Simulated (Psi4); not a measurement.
## Single-point calculation of CH$_{5}$Si

System: CH$_{5}$Si, multiplicity 2.
Method: wB97X-V/aug-cc-pVDZ, UKS (Psi4 1.11).

The geometry comes from this level: PBE0-D4/def2-TZVP.

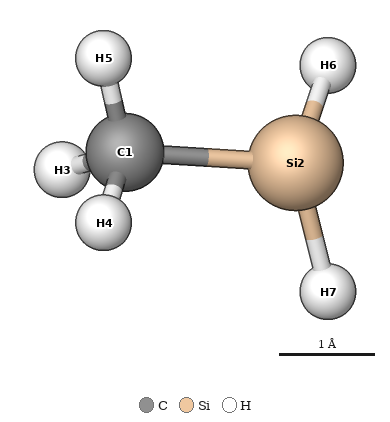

The structure as given in the input (ball-and-stick view, seen at a tilt; atoms are numbered from 1 in the order of the input). Bond lengths as drawn: C–H 1.09 Å, C–Si 1.87 Å and H–Si 1.49 Å.

## Input file (ch5si.py)
```python
import psi4

psi4.set_memory('1600 MB')
psi4.set_num_threads(1)
psi4.set_output_file('output.dat', False)

with open('ch5si.xyz') as f:
    atoms = ''.join(f.readlines()[2:])
mol = psi4.geometry('0 2\n' + atoms + 'symmetry c1\nno_reorient\nno_com')

psi4.set_options({
    'reference': 'uks',
    'puream': True,
    'e_convergence': 1e-09,
    'd_convergence': 1e-08,
    'scf_type': 'pk',
    'dft_radial_points': 99,
    'dft_spherical_points': 590,
    'maxiter': 200,
})

energy_value = psi4.energy('wb97x-v/aug-cc-pVDZ')
print(f'wb97x-v/aug-cc-pVDZ energy: {energy_value:.10f} Eh')
```

## File ch5si.xyz
```
7
CH5Si
C     -0.122600    -0.803200     0.095200
Si     0.176200     1.034800     0.314000
H     -0.204800    -1.054900    -0.966600
H      0.699200    -1.383300     0.519500
H     -1.047100    -1.107700     0.589500
H     -0.951500     1.846400    -0.225700
H      1.450600     1.468000    -0.326000
```

Run on 1 thread of Intel Xeon (Granite Rapids), 12 GiB of memory available, shared host.

Launched with:
```bash
python ch5si.py
```

## Log
```
Psi4 1.11 release

   => Loading Basis Set <=

    Name: AUG-CC-PVDZ
    Role: ORBITAL
    Keyword: BASIS

         ---------------------------------------------------------
                                   SCF
                              UKS Reference
                        1 Threads,   1525 MiB Core
         ---------------------------------------------------------

  ==> Geometry <==

    Molecular point group: c1
    Full point group: C1

    Geometry (in Angstrom), charge = 0, multiplicity = 2:

       Center              X                  Y                   Z               Mass
    ------------   -----------------  -----------------  -----------------  -----------------
         C           -0.122600000000    -0.803200000000     0.095200000000    12.000000000000
         SI           0.176200000000     1.034800000000     0.314000000000    27.976926534650
         H           -0.204800000000    -1.054900000000    -0.966600000000     1.007825032230
         H            0.699200000000    -1.383300000000     0.519500000000     1.007825032230
         H           -1.047100000000    -1.107700000000     0.589500000000     1.007825032230
         H           -0.951500000000     1.846400000000    -0.225700000000     1.007825032230
         H            1.450600000000     1.468000000000    -0.326000000000     1.007825032230

  Running in c1 symmetry.

  Rotational constants: A =      2.08979  B =      0.31602  C =      0.30988 [cm^-1]
  Rotational constants: A =  62650.46515  B =   9474.10834  C =   9289.86300 [MHz]
  Nuclear repulsion =   55.683077117445883

  Charge       = 0
  Multiplicity = 2
  Electrons    = 25
  Nalpha       = 13
  Nbeta        = 12

  ==> Algorithm <==

  SCF Algorithm Type is PK.
  DIIS enabled.
  MOM disabled.
  Fractional occupation disabled.
  Guess Type is SAD.
  Energy threshold   = 1.00e-09
  Density threshold  = 1.00e-08
  Integral threshold = 1.00e-12

  ==> Primary Basis <==

  Basis Set: AUG-CC-PVDZ
    Blend: AUG-CC-PVDZ
    Number of shells: 45
    Number of basis functions: 95
    Number of Cartesian functions: 99
    Spherical Harmonics?: true
    Max angular momentum: 2

  ==> DFT Potential <==

   => LibXC <=

    Version 7.1.2

   => Composite Functional: WB97X-V <=

    wB97X-V Hyb-GGA Exchange-Correlation Functional

    Deriv               =              1
    GGA                 =           TRUE
    Meta                =          FALSE

    Exchange Hybrid     =           TRUE
    MP2 Hybrid          =          FALSE

   => Exchange-Correlation Functionals <=

    1.0000   wB97X-V range-separated functional

   => Exact (HF) Exchange <=

    0.8330            HF,LR [omega = 0.3000]
    0.1670               HF

   => LibXC Density Thresholds  <==

    XC_HYB_GGA_XC_WB97X_V:  1.00E-14

   => VV10 Non-Local Parameters <=

    VV10 B              =     6.0000E+00
    VV10 C              =     1.0000E-02

   => Molecular Quadrature <=

    Radial Scheme          =       TREUTLER
    Pruning Scheme         =           NONE
    Nuclear Scheme         =       TREUTLER

    Blocking Scheme        =         OCTREE
    BS radius alpha        =              1
    Pruning alpha          =              1
    Radial Points          =             99
    Spherical Points       =            590
    Total Points           =         393157
    Total Blocks           =           2795
    Max Points             =            256
    Max Functions          =             95
    Weights Tolerance      =       1.00E-15

  ==> Integral Setup <==

  Using in-core PK algorithm.
   Calculation information:
      Number of atoms:                   7
      Number of AO shells:              45
      Number of primitives:            113
      Number of atomic orbitals:        99
      Number of basis functions:        95

      Integral cutoff                 1.00e-12
      Number of threads:                 1

  Performing in-core PK
  Using 31197240 doubles for integral storage.
  We computed 536120 shell quartets total.
  Whereas there are 536130 unique shell quartets.

  Computing range-separated integrals for PK
  We computed 536120 wK shell quartets total.
  Whereas there are 536130 wK unique shell quartets.

  ==> DiskJK: Disk-Based J/K Matrices <==

    J tasked:                  Yes
    K tasked:                  Yes
    wK tasked:                 Yes
    Omega:               3.000E-01
    Memory [MiB]:              621
    Schwarz Cutoff:          1E-12

  Cached 33.3% of DFT collocation blocks in 0.353 [GiB].

  Minimum eigenvalue in the overlap matrix is 5.0865526833E-04.
  Reciprocal condition number of the overlap matrix is 5.1570932373E-05.
    Using symmetric orthogonalization.

  ==> Pre-Iterations <==

  SCF Guess: Superposition of Atomic Densities via on-the-fly atomic UHF (no occupation information).

   -------------------------
    Irrep   Nso     Nmo
   -------------------------
     A         95      95
   -------------------------
    Total      95      95
   -------------------------

  ==> Iterations <==

                        Total Energy        Delta E     RMS |[F,P]|

   @UKS iter SAD:  -329.85963387676253   -3.29860e+02   0.00000e+00
   @UKS iter   1:  -330.34747516906089   -4.87841e-01   5.40673e-03 ADIIS/DIIS
   @UKS iter   2:  -330.41667260595597   -6.91974e-02   3.84953e-03 ADIIS/DIIS
   @UKS iter   3:  -330.48992965317581   -7.32570e-02   2.75133e-04 ADIIS/DIIS
   @UKS iter   4:  -330.49086705262721   -9.37399e-04   6.73310e-05 DIIS
   @UKS iter   5:  -330.49095136412319   -8.43115e-05   2.14109e-05 DIIS
   @UKS iter   6:  -330.49096163321451   -1.02691e-05   6.70551e-06 DIIS
   @UKS iter   7:  -330.49096293517732   -1.30196e-06   1.67483e-06 DIIS
   @UKS iter   8:  -330.49096300945422   -7.42769e-08   5.15148e-07 DIIS
   @UKS iter   9:  -330.49096301606835   -6.61413e-09   1.34298e-07 DIIS
   @UKS iter  10:  -330.49096301649394   -4.25587e-10   4.23961e-08 DIIS
   @UKS iter  11:  -330.49096301653680   -4.28599e-11   1.26066e-08 DIIS
   @UKS iter  12:  -330.49096301654117   -4.37694e-12   3.51549e-09 DIIS
  Energy and wave function converged.

  ==> Post-Iterations <==

   Electrons on quadrature grid:
      Nalpha   =   13.0000004083 ; deviation = 4.083e-07
      Nbeta    =   12.0000000657 ; deviation = 6.567e-08
      Ntotal   =   25.0000004740 ; deviation = 4.740e-07

   @Spin Contamination Metric:   1.411467841E-03
   @S^2 Expected:                7.500000000E-01
   @S^2 Observed:                7.514114678E-01
   @S   Expected:                5.000000000E-01
   @S   Observed:                5.000000000E-01

    Orbital Energies [Eh]
    ---------------------

    Alpha Occupied:

       1A    -66.156250     2A    -10.276622     3A     -5.394385
       4A     -3.748236     5A     -3.743150     6A     -3.742824
       7A     -0.839278     8A     -0.633669     9A     -0.525243
      10A     -0.522792    11A     -0.440145    12A     -0.434111
      13A     -0.294773

    Alpha Virtual:

      14A      0.034478    15A      0.049429    16A      0.055789
      17A      0.057101    18A      0.077127    19A      0.087482
      20A      0.090003    21A      0.092960    22A      0.134644
      23A      0.143626    24A      0.152895    25A      0.158040
      26A      0.160171    27A      0.170120    28A      0.172197
      29A      0.201411    30A      0.201591    31A      0.208770
      32A      0.269238    33A      0.271985    34A      0.328662
      35A      0.337724    36A      0.353220    37A      0.363691
      38A      0.385572    39A      0.394492    40A      0.415718
      41A      0.416039    42A      0.424023    43A      0.437551
      44A      0.458464    45A      0.462378    46A      0.489660
      47A      0.492477    48A      0.507044    49A      0.514804
      50A      0.535587    51A      0.542209    52A      0.556673
      53A      0.587509    54A      0.611645    55A      0.617910
      56A      0.658128    57A      0.669581    58A      0.676618
      59A      0.717876    60A      0.731023    61A      0.781436
      62A      0.827151    63A      0.870186    64A      0.876324
      65A      0.932457    66A      0.932622    67A      0.967251
      68A      0.993325    69A      1.003721    70A      1.128759
      71A      1.231460    72A      1.235834    73A      1.298508
      74A      1.328592    75A      1.614380    76A      1.621313
      77A      1.710213    78A      1.740466    79A      1.788517
      80A      1.834683    81A      1.857030    82A      1.904705
      83A      1.934123    84A      1.959051    85A      1.978468
      86A      2.026760    87A      2.037426    88A      2.065201
      89A      2.196610    90A      2.246012    91A      2.357206
      92A      2.378701    93A      2.617715    94A      2.719214
      95A      2.731736

    Beta Occupied:

       1A    -66.153477     2A    -10.276204     3A     -5.390982
       4A     -3.740955     5A     -3.740661     6A     -3.739217
       7A     -0.835512     8A     -0.610417     9A     -0.523628
      10A     -0.515422    11A     -0.433694    12A     -0.428231

    Beta Virtual:

      13A     -0.015567    14A      0.036697    15A      0.052591
      16A      0.057933    17A      0.061803    18A      0.079858
      19A      0.089208    20A      0.098800    21A      0.099570
      22A      0.142655    23A      0.147850    24A      0.153282
      25A      0.161407    26A      0.163645    27A      0.177612
      28A      0.185167    29A      0.203285    30A      0.212157
      31A      0.215196    32A      0.272794    33A      0.274970
      34A      0.337180    35A      0.338591    36A      0.356002
      37A      0.374689    38A      0.388968    39A      0.394921
      40A      0.417156    41A      0.417676    42A      0.428365
      43A      0.439384    44A      0.462930    45A      0.463069
      46A      0.497342    47A      0.497505    48A      0.512841
      49A      0.516328    50A      0.536324    51A      0.546656
      52A      0.557328    53A      0.593280    54A      0.614877
      55A      0.623215    56A      0.659392    57A      0.670530
      58A      0.682424    59A      0.724613    60A      0.742502
      61A      0.795922    62A      0.830347    63A      0.878070
      64A      0.881910    65A      0.936485    66A      0.942089
      67A      0.972253    68A      0.995326    69A      1.005398
      70A      1.132137    71A      1.234681    72A      1.238689
      73A      1.301914    74A      1.331463    75A      1.615327
      76A      1.622389    77A      1.713127    78A      1.742463
      79A      1.792157    80A      1.837627    81A      1.859117
      82A      1.907493    83A      1.936225    84A      1.962211
      85A      1.981733    86A      2.030192    87A      2.038216
      88A      2.068840    89A      2.201500    90A      2.247546
      91A      2.358668    92A      2.380951    93A      2.619379
      94A      2.721305    95A      2.732490

    Final Occupation by Irrep:
              A
    DOCC [    12 ]
    SOCC [     1 ]
    NA   [    13 ]
    NB   [    12 ]

  @UKS Final Energy:  -330.49096301654117

   => Energetics <=

    Nuclear Repulsion Energy =             55.6830771174458832
    One-Electron Energy =                -565.5008442900796126
    Two-Electron Energy =                 199.6066613247870407
    DFT Exchange-Correlation Energy =     -20.3823715072681608
    Empirical Dispersion Energy =           0.0000000000000000
    VV10 Nonlocal Energy =                  0.1025143385737284
    Total Energy =                       -330.4909630165411727

  UHF NO Occupations:
  HONO-2 :   11  A 1.9999504
  HONO-1 :   12  A 1.9994228
  HONO-0 :   13  A 1.0000000
  LUNO+0 :   14  A 0.0005772
  LUNO+1 :   15  A 0.0000496
  LUNO+2 :   16  A 0.0000448
  LUNO+3 :   17  A 0.0000309

Computation Completed

Properties will be evaluated at   0.000000,   0.000000,   0.000000 [a0]

Properties computed using the SCF density matrix

 Multipole Moments:

 ------------------------------------------------------------------------------------
     Multipole            Electronic (a.u.)      Nuclear  (a.u.)        Total (a.u.)
 ------------------------------------------------------------------------------------

 L = 1.  Multiply by 2.5417464519 to convert [e a0] to [Debye]
 Dipole X            :         -3.2271633            3.1702045           -0.0569587
 Dipole Y            :        -18.1771004           17.8324006           -0.3446998
 Dipole Z            :         -8.6799482            8.6131827           -0.0667655
 Magnitude           :                                                    0.3556963

 ------------------------------------------------------------------------------------

	total time  =        118 seconds =       1.97 minutes
```

## Standard output
```
wb97x-v/aug-cc-pVDZ energy: -330.4909630165 Eh
```

## Results in brief

```csv
quantity,value
outcome,converged
total energy,−330.490963 hartree
basis functions,95
⟨S²⟩,0.751
dipole moment,0.90 D
wall time,2 min
peak memory,0.91 GiB
```
